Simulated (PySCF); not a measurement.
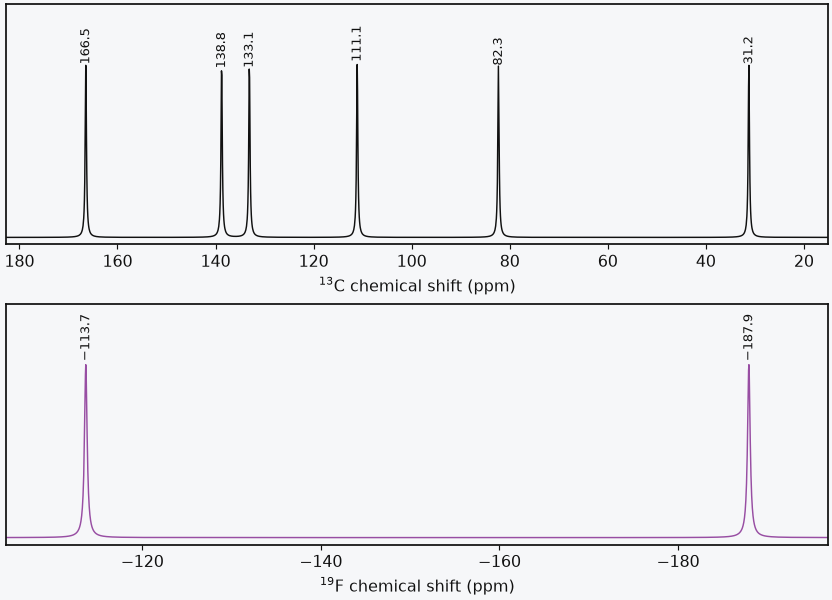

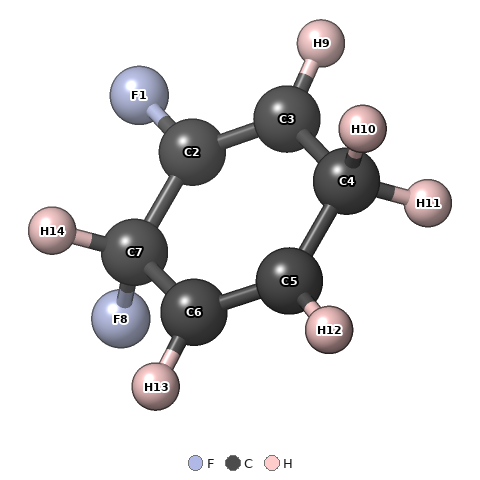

Spectrum and numbered structure of C₆H₆F₂, SMILES FC1=CCC=C[C@@H]1F. GIAO shifts, B3LYP/pcSseg-1, PySCF 2.14.0, at a PBE0-D3(BJ)/def2-SVP geometry (no frequency check), against TMS for ¹³C and CFCl₃ for ¹⁹F computed at the same level (¹⁹F: this reference is a hard case for the method, so all values can be off together by tens of ppm, and differences between signals are safer). Gas phase, fully decoupled, line heights follow the number of nuclei, widths are arbitrary (no quadrupolar broadening); values of one conformer, averaged over methyl-type rotors and exact or near symmetry.

Which ¹³C nuclei are the least shielded, and which the most?

Least shielded: C2 at 166.5 ppm. Most shielded: C4 at 31.2 ppm.

Which atoms give which ¹⁹F line?

```csv
δ (ppm),nuclei,atoms
−113.7,1,F1
−187.9,1,F8
```
